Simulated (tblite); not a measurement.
System: BeCl2, singlet: map of symmetric stretch and bend. Scanned: Be-Cl bond length and Cl-Be-Cl angle.

Cartesian coordinates as functions of the variables (Å; names that start with a are angles):
```
Be  0  0  0
Cl  r*sin(a/2)  0  r*cos(a/2)
Cl  -r*sin(a/2)  0  r*cos(a/2)
```

Calculation: GFN2-xTB, 300 K electronic temperature (tblite).

Energy in kcal/mol above the lowest grid point; x is the Be-Cl bond length (Å), y the Cl-Be-Cl angle (°).

| y \ x | 1.53 | 1.65 | 1.74 | 1.83 | 1.92 | 2.01 | 2.10 | 2.19 | 2.28 | 2.37 | 2.43 |
|---|---|---|---|---|---|---|---|---|---|---|---|
| 180 | 39.3 | 6.7 | 0.0 | 1.4 | 7.4 | 16.0 | 26.0 | 36.7 | 47.8 | 58.9 | 66.3 |
| 173.95 | 39.5 | 6.9 | 0.1 | 1.5 | 7.5 | 16.1 | 26.0 | 36.8 | 47.8 | 59.0 | 66.4 |
| 165.32 | 40.5 | 7.6 | 0.8 | 2.1 | 8.0 | 16.5 | 26.4 | 37.1 | 48.1 | 59.3 | 66.7 |
| 156.68 | 42.5 | 9.1 | 2.1 | 3.2 | 9.0 | 17.4 | 27.2 | 37.8 | 48.7 | 59.8 | 67.1 |
| 148.04 | 45.4 | 11.4 | 3.9 | 4.8 | 10.4 | 18.6 | 28.3 | 38.7 | 49.6 | 60.5 | 67.8 |
| 139.41 | 49.6 | 14.5 | 6.5 | 7.0 | 12.2 | 20.2 | 29.7 | 40.0 | 50.7 | 61.5 | 68.8 |
| 130.77 | 55.4 | 18.6 | 9.9 | 9.7 | 14.6 | 22.2 | 31.4 | 41.5 | 52.0 | 62.7 | 69.9 |
| 122.14 | 63.5 | 24.3 | 14.3 | 13.4 | 17.6 | 24.7 | 33.6 | 43.4 | 53.7 | 64.3 | 71.3 |
| 113.50 | 75.2 | 32.2 | 20.4 | 18.2 | 21.4 | 28.0 | 36.3 | 45.8 | 55.8 | 66.1 | 73.0 |
| 104.86 | 92.5 | 43.8 | 29.1 | 24.9 | 26.7 | 32.2 | 39.8 | 48.7 | 58.4 | 68.4 | 75.1 |
| 96.23 | 118.8 | 61.7 | 42.5 | 34.9 | 34.5 | 38.3 | 44.7 | 52.8 | 61.7 | 71.3 | 77.8 |
| 85 | 173.7 | 102.2 | 73.5 | 58.3 | 52.1 | 51.8 | 55.2 | 61.1 | 68.5 | 76.9 | 82.9 |

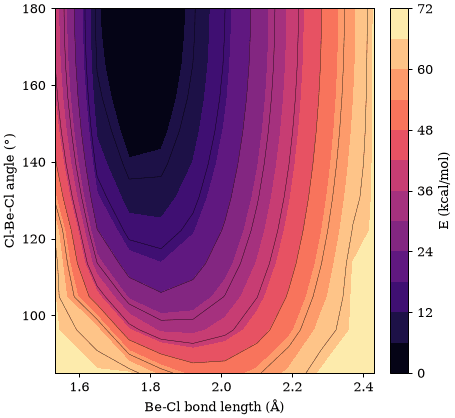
Figure: Energy surface, cut off at 66 kcal/mol.

Points that lie below all their neighbours on the grid: x = 1.74, y = 180 on the edge of the grid (0.0 kcal/mol).
